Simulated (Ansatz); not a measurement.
The parent structure is SiC in the wurtzite structure (space group P6_3mc, No. 186; a = 3.0920 Å, c = 5.0743 Å). Axes: x lies along a and z along c of the hexagonal cell.

It is then changed as follows: the cell is stretched by 1.20 % along z with no lateral relaxation, atoms relaxed at fixed cell.

Method: PBE (Ansatz, a program for electronic structure), without spin-orbit coupling.

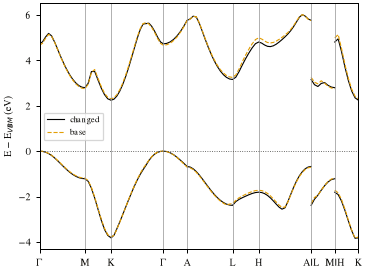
Figure: Highest valence and lowest conduction band along the path, each from its own valence-band maximum

The gap is 2.25 eV, indirect, Γ → K; the base has 2.31 eV.

The cells carry an imposed strain or load. No phonon test of stability was made.
